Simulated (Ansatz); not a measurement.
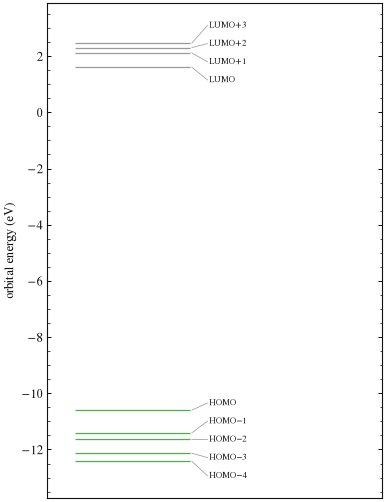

Kohn-Sham orbital energies near the frontier, ωB97X-V/def2-TZVPP with the Ansatz code 0.2.0, at a PBE0-D4/def2-TZVP geometry (no frequency check), isolated molecule; empty levels in grey, levels within 0.03 eV side by side.

> Which molecule has this level scheme?
A. CH₈OSSi₂, SMILES CO[SiH2]S[SiH3]
B. Si₂H₄SClF, SMILES F[SiH2]S[SiH2]Cl
C. Si₂NH₅F₂, SMILES F[SiH2]N[SiH2]F

Option B. HOMO −10.60 eV, LUMO 1.61 eV, separation 12.21 eV.

Note: one conformer of a flexible molecule; empty levels above zero depend strongly on the basis.
